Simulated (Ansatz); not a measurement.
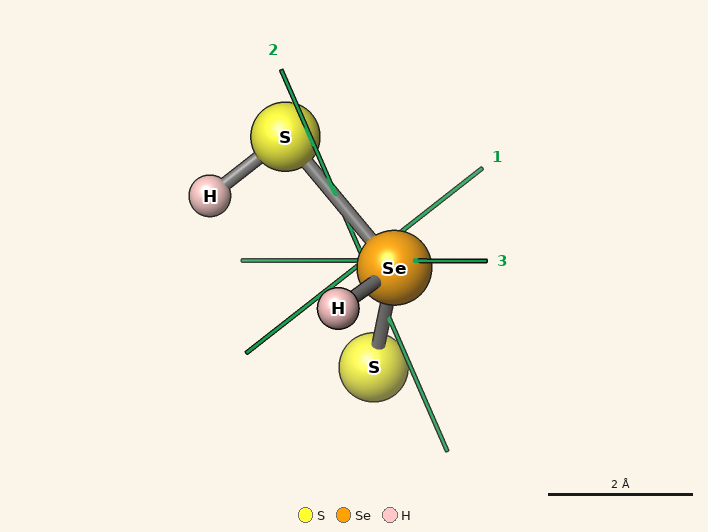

The three principal axes of inertia are drawn and numbered. Depth is shown by fading: the farther an atom, the more it takes the colour of the background. The geometry was computed by an optimisation with PBE-D4/def2-SVP. No frequency run is at hand to confirm it as a minimum. Masses are those of the most abundant isotopes; constants are for the rigid equilibrium geometry.

### Which line is the a axis (least moment of inertia), which b and which c?

a is line 2, b is line 3, c is line 1; the moments are 59.7, 228, 282 u Å².

### Classify the rotor and give the rotational constants (MHz).

An asymmetric top (C1): A = 8463, B = 2212, C = 1791 MHz. Ray's parameter κ is −0.87, close to the prolate limit.
